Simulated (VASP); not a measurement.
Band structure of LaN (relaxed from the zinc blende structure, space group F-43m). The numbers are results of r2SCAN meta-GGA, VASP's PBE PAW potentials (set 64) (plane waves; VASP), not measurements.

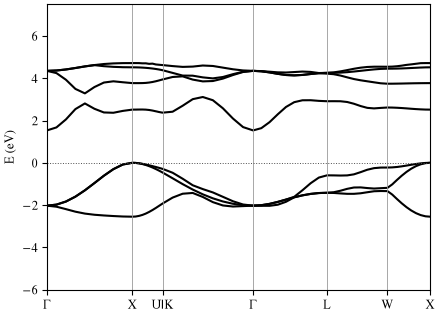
*Bands along high-symmetry lines, zero at the valence-band maximum or, without a gap, the Fermi level*

Task: Read the plot: is there a gap, and where are the band edges?

Result: The gap is indirect, 1.53 eV, from the valence maximum at X to the conduction minimum at Γ.

The structure was generated: LaN was put into the zinc blende type (F-43m), which need not be its known phase. It was relaxed first, which changed the volume by -34 %.
